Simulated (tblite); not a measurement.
Geometry relaxation, with input and output: C7H7OPSi (part 3 of 3)

C7H7OPSi, SMILES [SiH3]c1oc2ccccc2p1; GFN2-xTB geometry optimisation, gas phase (tblite 0.8.0). It belongs to a series of runs on one base structure; here: CH3 replaced by SiH3.

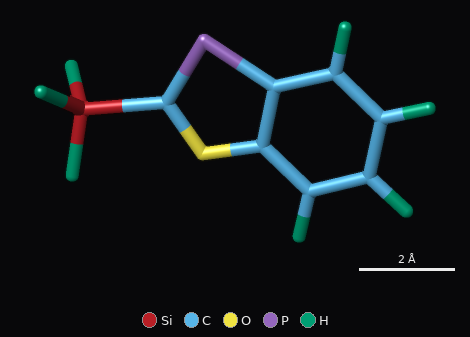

The geometry at step 33 of the log (stick view, seen at a tilt).

Trajectory as extended XYZ, continued:
```
17
Properties=species:S:1:pos:R:3:forces:R:3 step=28 energy=-730.76541
Si    3.6375   -0.2824   -0.1616    0.0500   0.0040   0.0060
C     1.7675   -0.4604    0.0089    0.0520  -0.0140   0.0000
O     1.1020    0.6872    0.2795   -0.0210  -0.0540   0.0030
C    -0.2202    0.4803    0.3845   -0.0290  -0.0220  -0.0010
C    -1.1463    1.4795    0.6622    0.0040   0.0230  -0.0030
C    -2.4764    1.1333    0.7374    0.0030   0.0120   0.0030
C    -2.8905   -0.1856    0.5391   -0.0080   0.0220  -0.0180
C    -1.9791   -1.1784    0.2638   -0.0200   0.0070   0.0140
C    -0.6231   -0.8538    0.1891   -0.0250  -0.0010  -0.0150
P     0.8032   -1.8748   -0.1367    0.0300   0.0220  -0.0100
H     3.9827    1.0688    0.2756   -0.0270   0.0140  -0.0160
H     4.2816   -1.2778    0.6963   -0.0140  -0.0220  -0.0210
H     4.0184   -0.4958   -1.5613   -0.0210   0.0030   0.0340
H    -0.8134    2.4943    0.8100    0.0140   0.0170   0.0010
H    -3.2072    1.8985    0.9506   -0.0280  -0.0220   0.0030
H    -3.9422   -0.4237    0.5977    0.0020   0.0020   0.0070
H    -2.3015   -2.1970    0.1043    0.0380   0.0080   0.0120
17
Properties=species:S:1:pos:R:3:forces:R:3 step=29 energy=-730.76590
Si    3.6391   -0.2824   -0.1609    0.0220   0.0140   0.0130
C     1.7688   -0.4612    0.0088    0.0330  -0.0300  -0.0010
O     1.1015    0.6847    0.2794    0.0010  -0.0010   0.0100
C    -0.2207    0.4793    0.3841   -0.0240  -0.0070   0.0040
C    -1.1460    1.4799    0.6622    0.0020   0.0190  -0.0040
C    -2.4765    1.1341    0.7375    0.0140   0.0130  -0.0010
C    -2.8898   -0.1854    0.5386   -0.0160   0.0290  -0.0110
C    -1.9787   -1.1789    0.2636   -0.0350   0.0200   0.0180
C    -0.6227   -0.8546    0.1887   -0.0290  -0.0080  -0.0180
P     0.8041   -1.8753   -0.1376    0.0240   0.0120  -0.0080
H     3.9785    1.0706    0.2757   -0.0200   0.0080  -0.0150
H     4.2820   -1.2788    0.6960   -0.0070  -0.0210  -0.0170
H     4.0171   -0.4952   -1.5606   -0.0110   0.0020   0.0220
H    -0.8123    2.4951    0.8100    0.0090  -0.0040  -0.0020
H    -3.2089    1.8990    0.9509   -0.0030  -0.0420  -0.0030
H    -3.9421   -0.4211    0.5982    0.0110  -0.0110   0.0030
H    -2.3003   -2.1978    0.1049    0.0290   0.0060   0.0110
17
Properties=species:S:1:pos:R:3:forces:R:3 step=30 energy=-730.76622
Si    3.6403   -0.2817   -0.1602   -0.0010   0.0160   0.0180
C     1.7700   -0.4635    0.0085    0.0060  -0.0250   0.0030
O     1.1014    0.6816    0.2791    0.0150   0.0290   0.0130
C    -0.2211    0.4775    0.3838   -0.0070   0.0020   0.0030
C    -1.1450    1.4799    0.6620    0.0060   0.0130  -0.0050
C    -2.4757    1.1351    0.7375    0.0100   0.0070  -0.0050
C    -2.8896   -0.1842    0.5381   -0.0140   0.0250  -0.0040
C    -1.9795   -1.1790    0.2639   -0.0300   0.0180   0.0120
C    -0.6234   -0.8561    0.1881   -0.0140  -0.0040  -0.0160
P     0.8045   -1.8767   -0.1384    0.0070   0.0000  -0.0080
H     3.9725    1.0730    0.2761   -0.0120   0.0090  -0.0120
H     4.2835   -1.2784    0.6955   -0.0020  -0.0220  -0.0110
H     4.0169   -0.4932   -1.5596   -0.0030   0.0000   0.0070
H    -0.8101    2.4950    0.8097    0.0080  -0.0140  -0.0030
H    -3.2091    1.8992    0.9510    0.0070  -0.0390  -0.0040
H    -3.9422   -0.4185    0.5987    0.0090  -0.0160   0.0010
H    -2.3002   -2.1979    0.1057    0.0160   0.0030   0.0100
17
Properties=species:S:1:pos:R:3:forces:R:3 step=31 energy=-730.76639
Si    3.6408   -0.2809   -0.1595   -0.0130   0.0110   0.0160
C     1.7707   -0.4657    0.0083   -0.0110  -0.0090   0.0080
O     1.1016    0.6796    0.2791    0.0170   0.0270   0.0120
C    -0.2212    0.4762    0.3835    0.0080   0.0070  -0.0010
C    -1.1439    1.4799    0.6617    0.0060   0.0000  -0.0050
C    -2.4747    1.1357    0.7374    0.0080   0.0030  -0.0080
C    -2.8897   -0.1830    0.5378   -0.0080   0.0100   0.0000
C    -1.9806   -1.1787    0.2644   -0.0100   0.0120   0.0030
C    -0.6242   -0.8572    0.1875   -0.0030   0.0010  -0.0110
P     0.8045   -1.8780   -0.1390   -0.0080  -0.0050  -0.0070
H     3.9674    1.0748    0.2765   -0.0050   0.0120  -0.0080
H     4.2849   -1.2778    0.6950    0.0010  -0.0200  -0.0090
H     4.0168   -0.4915   -1.5589    0.0010   0.0000   0.0010
H    -0.8082    2.4946    0.8093    0.0100  -0.0120  -0.0020
H    -3.2085    1.8989    0.9509    0.0030  -0.0230  -0.0010
H    -3.9421   -0.4170    0.5990    0.0010  -0.0140   0.0010
H    -2.3004   -2.1979    0.1063    0.0050   0.0000   0.0110
17
Properties=species:S:1:pos:R:3:forces:R:3 step=32 energy=-730.76649
Si    3.6408   -0.2804   -0.1589   -0.0150   0.0020   0.0100
C     1.7708   -0.4668    0.0084   -0.0150   0.0040   0.0110
O     1.1020    0.6791    0.2792    0.0110   0.0110   0.0100
C    -0.2211    0.4758    0.3834    0.0150   0.0060  -0.0040
C    -1.1432    1.4799    0.6614    0.0060  -0.0060  -0.0050
C    -2.4740    1.1361    0.7372    0.0020  -0.0030  -0.0090
C    -2.8899   -0.1822    0.5377   -0.0020  -0.0020   0.0010
C    -1.9813   -1.1784    0.2647    0.0060   0.0040  -0.0040
C    -0.6247   -0.8575    0.1871    0.0060   0.0080  -0.0070
P     0.8043   -1.8786   -0.1394   -0.0160  -0.0040  -0.0050
H     3.9645    1.0760    0.2766   -0.0020   0.0140  -0.0060
H     4.2855   -1.2780    0.6947    0.0010  -0.0160  -0.0090
H     4.0165   -0.4908   -1.5585    0.0010   0.0010   0.0030
H    -0.8070    2.4942    0.8092    0.0110  -0.0060  -0.0010
H    -3.2082    1.8982    0.9508   -0.0020  -0.0070   0.0010
H    -3.9420   -0.4167    0.5992   -0.0050  -0.0100   0.0020
H    -2.3001   -2.1979    0.1069   -0.0020   0.0020   0.0110
17
Properties=species:S:1:pos:R:3:forces:R:3 step=33 energy=-730.76657
Si    3.6407   -0.2801   -0.1582   -0.0130  -0.0050   0.0040
C     1.7708   -0.4671    0.0087   -0.0130   0.0110   0.0120
O     1.1025    0.6794    0.2797    0.0030  -0.0060   0.0080
C    -0.2207    0.4760    0.3834    0.0140   0.0050  -0.0060
C    -1.1429    1.4801    0.6612    0.0030  -0.0080  -0.0050
C    -2.4737    1.1362    0.7368   -0.0010  -0.0060  -0.0080
C    -2.8900   -0.1819    0.5375    0.0030  -0.0120   0.0000
C    -1.9814   -1.1780    0.2648    0.0170  -0.0010  -0.0080
C    -0.6248   -0.8572    0.1866    0.0090   0.0120  -0.0040
P     0.8040   -1.8786   -0.1399   -0.0170   0.0010  -0.0030
H     3.9633    1.0767    0.2764    0.0000   0.0120  -0.0040
H     4.2854   -1.2790    0.6942    0.0000  -0.0100  -0.0100
H     4.0159   -0.4909   -1.5583    0.0010   0.0030   0.0080
H    -0.8064    2.4941    0.8091    0.0100  -0.0010   0.0000
H    -3.2083    1.8973    0.9508   -0.0040   0.0060   0.0020
H    -3.9419   -0.4171    0.5992   -0.0070  -0.0050   0.0020
H    -2.2994   -2.1979    0.1075   -0.0060   0.0050   0.0110
17
Properties=species:S:1:pos:R:3:forces:R:3 step=34 energy=-730.76664
Si    3.6404   -0.2801   -0.1574   -0.0080  -0.0090  -0.0020
C     1.7706   -0.4666    0.0095   -0.0050   0.0100   0.0110
O     1.1030    0.6803    0.2805   -0.0050  -0.0170   0.0050
C    -0.2203    0.4767    0.3832    0.0070   0.0040  -0.0060
C    -1.1428    1.4803    0.6609   -0.0010  -0.0060  -0.0030
C    -2.4736    1.1362    0.7363   -0.0040  -0.0080  -0.0060
C    -2.8900   -0.1819    0.5374    0.0060  -0.0150   0.0000
C    -1.9811   -1.1776    0.2647    0.0200  -0.0050  -0.0090
C    -0.6246   -0.8564    0.1860    0.0080   0.0130  -0.0010
P     0.8038   -1.8781   -0.1404   -0.0110   0.0050  -0.0020
H     3.9632    1.0773    0.2759    0.0000   0.0060  -0.0030
H     4.2846   -1.2810    0.6935   -0.0020  -0.0030  -0.0100
H     4.0150   -0.4915   -1.5579    0.0000   0.0050   0.0120
H    -0.8061    2.4942    0.8092    0.0070   0.0030   0.0010
H    -3.2091    1.8962    0.9508   -0.0020   0.0130   0.0020
H    -3.9418   -0.4179    0.5994   -0.0050  -0.0010   0.0030
H    -2.2983   -2.1979    0.1083   -0.0070   0.0060   0.0090
17
Properties=species:S:1:pos:R:3:forces:R:3 step=35 energy=-730.76670
Si    3.6401   -0.2802   -0.1568   -0.0020  -0.0070  -0.0030
C     1.7704   -0.4660    0.0103    0.0020   0.0040   0.0070
O     1.1032    0.6810    0.2813   -0.0070  -0.0150   0.0040
C    -0.2199    0.4774    0.3830   -0.0020   0.0030  -0.0040
C    -1.1429    1.4805    0.6607   -0.0060  -0.0010  -0.0020
C    -2.4738    1.1360    0.7358   -0.0050  -0.0060  -0.0030
C    -2.8900   -0.1822    0.5372    0.0060  -0.0120  -0.0010
C    -1.9804   -1.1774    0.2644    0.0130  -0.0050  -0.0070
C    -0.6242   -0.8555    0.1854    0.0030   0.0080  -0.0010
P     0.8036   -1.8774   -0.1409   -0.0030   0.0060  -0.0010
H     3.9639    1.0777    0.2751   -0.0010  -0.0010  -0.0020
H     4.2838   -1.2829    0.6926   -0.0020   0.0020  -0.0090
H     4.0143   -0.4921   -1.5573    0.0000   0.0050   0.0110
H    -0.8059    2.4943    0.8092    0.0030   0.0030   0.0010
H    -3.2099    1.8955    0.9509    0.0040   0.0130  -0.0010
H    -3.9418   -0.4188    0.5995    0.0010   0.0000   0.0030
H    -2.2973   -2.1979    0.1091   -0.0060   0.0030   0.0070
17
Properties=species:S:1:pos:R:3:forces:R:3 step=36 energy=-730.76673
Si    3.6398   -0.2804   -0.1564    0.0020  -0.0020  -0.0010
C     1.7703   -0.4657    0.0109    0.0050  -0.0030   0.0050
O     1.1033    0.6810    0.2818   -0.0050  -0.0060   0.0040
C    -0.2198    0.4777    0.3828   -0.0070   0.0020  -0.0010
C    -1.1431    1.4806    0.6605   -0.0060   0.0040  -0.0010
C    -2.4740    1.1359    0.7355   -0.0040  -0.0020   0.0000
C    -2.8899   -0.1825    0.5371    0.0040  -0.0050  -0.0010
C    -1.9800   -1.1773    0.2642    0.0030  -0.0040  -0.0040
C    -0.6239   -0.8551    0.1850    0.0000   0.0030  -0.0020
P     0.8034   -1.8771   -0.1412    0.0020   0.0040  -0.0010
H     3.9643    1.0780    0.2746   -0.0020  -0.0060  -0.0020
H     4.2835   -1.2838    0.6920   -0.0020   0.0020  -0.0070
H     4.0142   -0.4921   -1.5567    0.0000   0.0050   0.0060
H    -0.8057    2.4943    0.8093   -0.0010   0.0010   0.0010
H    -3.2103    1.8953    0.9510    0.0080   0.0090  -0.0030
H    -3.9418   -0.4190    0.5997    0.0060  -0.0010   0.0020
H    -2.2971   -2.1978    0.1097   -0.0030  -0.0010   0.0040
17
Properties=species:S:1:pos:R:3:forces:R:3 step=37 energy=-730.76675
Si    3.6397   -0.2804   -0.1563    0.0020   0.0020   0.0010
C     1.7703   -0.4660    0.0112    0.0030  -0.0050   0.0040
O     1.1032    0.6806    0.2821   -0.0010   0.0020   0.0040
C    -0.2199    0.4777    0.3826   -0.0070   0.0020   0.0000
C    -1.1432    1.4805    0.6603   -0.0040   0.0040  -0.0010
C    -2.4741    1.1358    0.7353   -0.0020   0.0010   0.0000
C    -2.8898   -0.1827    0.5370    0.0020   0.0010   0.0000
C    -1.9798   -1.1773    0.2640   -0.0030  -0.0020  -0.0010
C    -0.6239   -0.8550    0.1848   -0.0020  -0.0020  -0.0030
P     0.8033   -1.8771   -0.1413    0.0040   0.0010  -0.0010
H     3.9639    1.0782    0.2744   -0.0020  -0.0070  -0.0010
H     4.2836   -1.2838    0.6915    0.0000   0.0000  -0.0040
H     4.0144   -0.4917   -1.5563    0.0010   0.0040   0.0010
H    -0.8054    2.4941    0.8092   -0.0030   0.0000   0.0010
H    -3.2101    1.8956    0.9510    0.0080   0.0050  -0.0030
H    -3.9418   -0.4189    0.5998    0.0070  -0.0030   0.0020
H    -2.2974   -2.1976    0.1100   -0.0010  -0.0040   0.0020
```

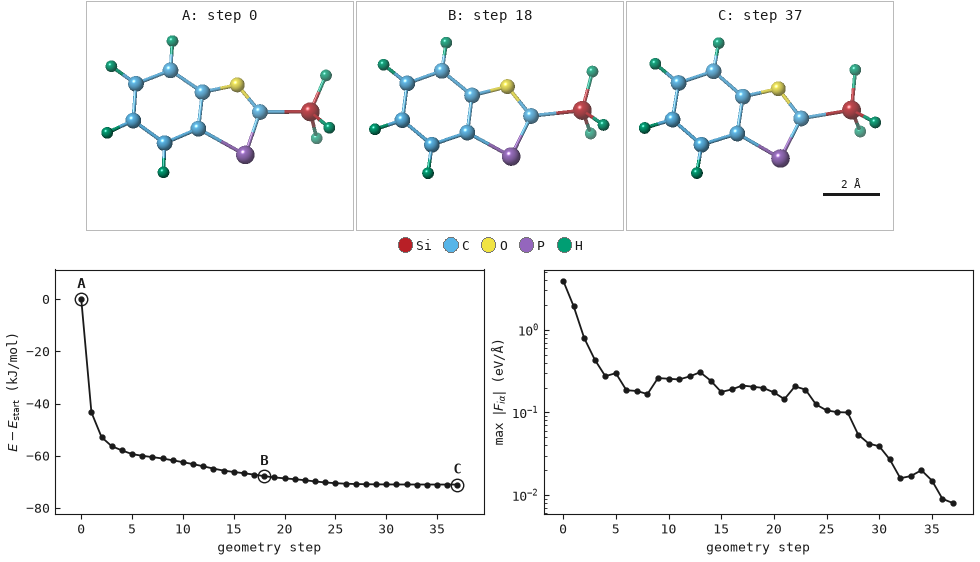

Frames of the relaxation (ball-and-stick view, seen at a tilt) above the curves, on which the letters mark them (steps are counted from 0).

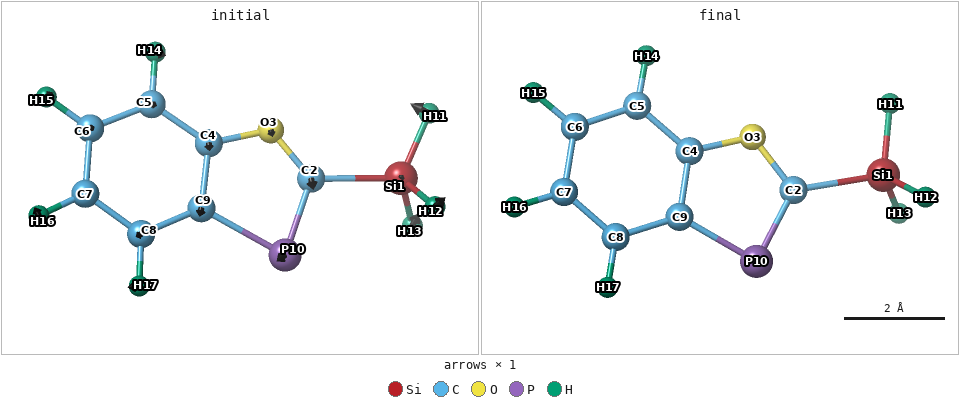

Before (left) and after (right) the relaxation, at one scale (ball-and-stick view, seen at a tilt). The black arrows give the displacements, at true length. H11 moves most after the best rigid fit: 0.43 Å. By element the largest moves are H 0.43 Å, C 0.25 Å, P 0.23 Å, O 0.15 Å, Si 0.08 Å. Among the contacts that change: C9–P10 1.924 → 1.785 Å, C2–O3 1.269 → 1.354 Å, Si1–C2 1.837 → 1.886 Å, O3–C4 1.311 → 1.342 Å. Among the angles that change: Si1–C2–P10 111.6° → 129.1°, Si1–C2–O3 127.2° → 115.0°, C2–Si1–H11 114.9° → 106.6°. After 37 geometry steps the energy has fallen by 71.0 kJ/mol. The largest force component goes from 3.9 to 0.008 eV/Å. (Atoms are counted from 1 in the order of the input.)

This output came from the following input.

Input file:
```
{"job": {"kind": "relax", "xc": "GFN2-xTB", "basis": "xTB"}, "charge": 0, "multiplicity": 1}
Si     3.583100    -0.337400    -0.166600
C      1.760900    -0.216700     0.034400
O      1.087200     0.822700     0.312600
C     -0.209000     0.646800     0.400600
C     -1.252200     1.515600     0.687600
C     -2.572500     1.111300     0.740200
C     -2.868800    -0.219000     0.524400
C     -1.858800    -1.125400     0.259900
C     -0.557000    -0.678500     0.204600
P      0.999800    -1.751000    -0.154000
H      4.317000     0.842700     0.219100
H      4.043400    -1.456800     0.675900
H      3.844000    -0.737800    -1.562300
H     -1.020600     2.580600     0.850200
H     -3.367500     1.811300     0.955600
H     -3.880500    -0.611600     0.573700
H     -2.055500    -2.184800     0.083700
```

The first line tells a small driver script what to run in tblite; the rest is the geometry in Å.

Run as:
```bash
OMP_NUM_THREADS=1 python <driver script> task.json out
```

Key numbers:

- outcome: converged
- total energy: −730.7667 eV
- hardware: 1 CPU thread, shared host
- peak memory: 0.18 GiB
